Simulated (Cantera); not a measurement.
Input: 1 mol Si, a varied amount of F₂, at 648 K and 18.0 mbar.

Method: chemical equilibrium by Gibbs-energy minimisation in Cantera with the NASA 1993 tables (ideal gas, pure condensed phases). Candidate condensed phases: Si; 9 gas species. Equilibrium is a limit: real reactors are often held back by kinetics, nucleation or transport.

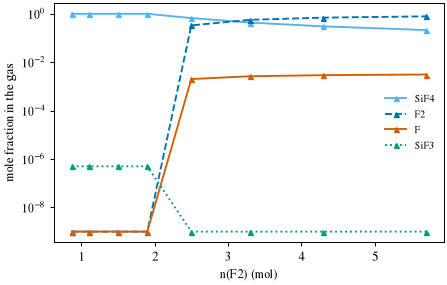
Figure. Equilibrium gas composition (values under 1e-9 drawn at 1e-9)

From 0.87 mol F₂ to 1.9 mol F₂ the condensed part is Si(s). From 2.5 mol F₂ to 5.7 mol F₂ nothing is condensed. The main Si-bearing gas is SiF₄ throughout.
